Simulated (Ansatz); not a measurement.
## Pressure series in ZrS2

Take ZrS$_{2}$ in the CdI2 type structure (space group P-3m1, No. 164; a = 3.6348 Å, c = 5.7202 Å; layered, stacked along the Cartesian z axis) as the base.

Cell and atoms are relaxed at each pressure.

All numbers come from plane-wave PAW DFT at the PBE-D3(BJ) level (Ansatz, a quantum-chemistry and plane-wave program, 420 eV), spin-orbit coupling left out.

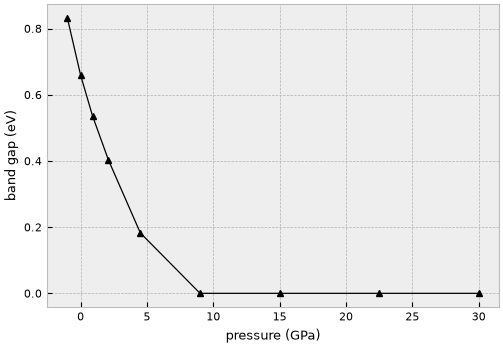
Fig. 1. Band gap against pressure

```tsv
pressure (GPa)	band gap
-1	0.83 eV
0.9	0.54 eV
2.1	0.40 eV
4.5	0.18 eV
9	zero
15	zero
22.5	zero
30	zero
```

A case with no gap was solved on a k-mesh chosen for an insulator, which is coarse for it. Load acts through the strain it causes; cell and atoms are relaxed under it. Whether these cells are dynamically stable was not tested. Competing high-pressure phases were not computed. All final runs are without spin polarisation. The zero or small gap of ZrS2 under pressure 4.5 GPa, ZrS2 under pressure 9 GPa, ZrS2 under pressure 15 GPa and ZrS2 under pressure 22.5 GPa can change with the level of theory.
